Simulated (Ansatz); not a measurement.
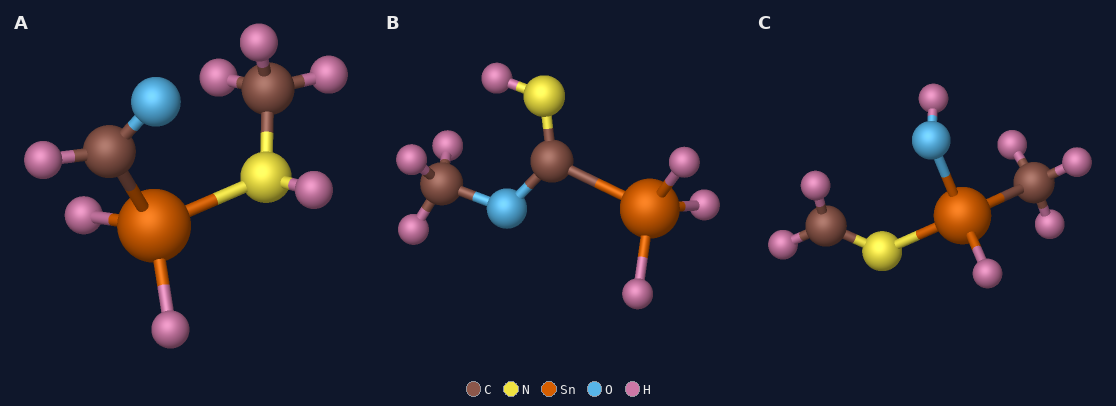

Simulated data, not a measurement (program: Ansatz).

Match each picture to its SMILES.
(1) C=[N][Sn@@H]([CH3])[OH]
(2) C[NH][SnH2][CH]=O
(3) [H]/N=[C](/[SnH3])OC

Answer. A is (2), B is (3), C is (1).
